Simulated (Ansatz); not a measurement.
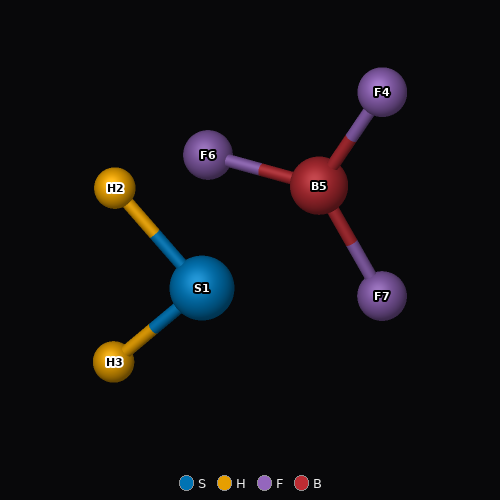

The system is the pair H₂S···BF₃; the picture shows the reference structure. 
- The turn is about an axis along (0.29, −0.92, −0.25) in the frame of the relaxed pair, normal to the line between the partners.
- First axis: distance B5···S1. Second axis: turn of S1, H2, H3 about B5.
- The grid has 15 × 15 points.
- Points are written as (first, second).
- All energies are given in kcal/mol relative to the lowest grid point.
- Energies and slopes of some neighbouring points disagree (a jump in structure or state, or too coarse a mesh).
- These are results of RKS PBE0-D4/def2-SVPD in Ansatz, not measurements.

Its coordinates:

```yaml
atoms:
  - { symbol: S, position_ang: [-0.2572, 0.5863, -1.4142] }
  - { symbol: H, position_ang: [0.9253, 0.0717, -1.8168] }
  - { symbol: H, position_ang: [-0.9279, -0.5417, -1.7349] }
  - { symbol: F, position_ang: [0.9644, 0.9292, 1.3756] }
  - { symbol: B, position_ang: [0.0543, -0.0085, 1.1563] }
  - { symbol: F, position_ang: [0.4517, -1.2591, 0.9579] }
  - { symbol: F, position_ang: [-1.2106, 0.2222, 1.4761] }
```

Range: distance B5···S1 from 2.232 to 3.632 Å; turn of S1, H2, H3 about B5 from −120.0 to 120.0°.

Predict the map.

Answer. The lowest grid point is at (2.659 Å, 0.0°). The highest grid point, (2.232 Å, 102.9°), lies 396 kcal/mol above the lowest.

| turn of S1, H2, H3 about B5 ↓, distance B5···S1 → | 2.232 | 2.266 | 2.323 | 2.394 | 2.474 | 2.563 | 2.659 | 2.762 | 2.871 | 2.986 | 3.106 | 3.230 | 3.360 | 3.494 | 3.632 |
| --- | --- | --- | --- | --- | --- | --- | --- | --- | --- | --- | --- | --- | --- | --- | --- |
| 120.0 | 273 | 256 | 229 | 198 | 167 | 137 | 109 | 85 | 64 | 48 | 36 | 27 | 20 | 16 | 13 |
| 102.9 | 396 | 369 | 330 | 287 | 245 | 204 | 164 | 129 | 98 | 73 | 53 | 39 | 28 | 21 | 16 |
| 85.7 | 381 | 357 | 320 | 280 | 240 | 200 | 162 | 126 | 96 | 71 | 52 | 38 | 28 | 21 | 16 |
| 68.6 | 240 | 226 | 205 | 180 | 153 | 126 | 101 | 79 | 60 | 45 | 34 | 25 | 19 | 15 | 12 |
| 51.4 | 115 | 108 | 97 | 84 | 70 | 57 | 46 | 36 | 28 | 21 | 17 | 13 | 11 | 9 | 8 |
| 34.3 | 44 | 41 | 36 | 30 | 25 | 20 | 16 | 13 | 10 | 8 | 7 | 7 | 6 | 6 | 6 |
| 17.1 | 13 | 12 | 10 | 8 | 6 | 4 | 3 | 3 | 3 | 3 | 3 | 3 | 4 | 4 | 5 |
| 0.0 | 5 | 4 | 3 | 2 | 1 | 0 | 0 | 0 | 1 | 1 | 2 | 2 | 3 | 4 | 4 |
| −17.1 | 13 | 12 | 10 | 8 | 6 | 4 | 3 | 3 | 3 | 3 | 3 | 3 | 4 | 4 | 5 |
| −34.3 | 44 | 41 | 36 | 30 | 25 | 20 | 16 | 13 | 10 | 8 | 7 | 7 | 6 | 6 | 6 |
| −51.4 | 115 | 108 | 96 | 83 | 70 | 57 | 46 | 36 | 28 | 21 | 17 | 13 | 11 | 9 | 8 |
| −68.6 | 239 | 225 | 204 | 179 | 152 | 125 | 101 | 78 | 60 | 45 | 34 | 25 | 19 | 15 | 12 |
| −85.7 | 379 | 355 | 318 | 279 | 239 | 199 | 160 | 125 | 95 | 71 | 52 | 38 | 28 | 21 | 16 |
| −102.9 | 393 | 367 | 328 | 285 | 244 | 202 | 163 | 128 | 97 | 72 | 53 | 39 | 28 | 21 | 16 |
| −120.0 | 272 | 254 | 227 | 197 | 166 | 136 | 108 | 84 | 64 | 48 | 36 | 27 | 20 | 15 | 12 |

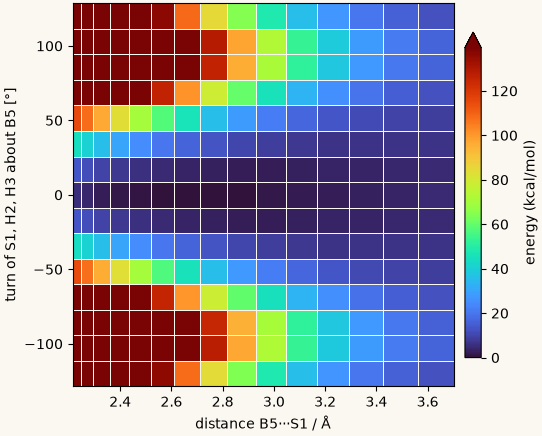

The picture shows one coloured cell a grid point, one colour for all values above the top of the scale.

The whole map (225 points run) took 13 min on 1 thread of Intel(R) Xeon(R) 6975P-C (Granite Rapids), with other jobs on the host.
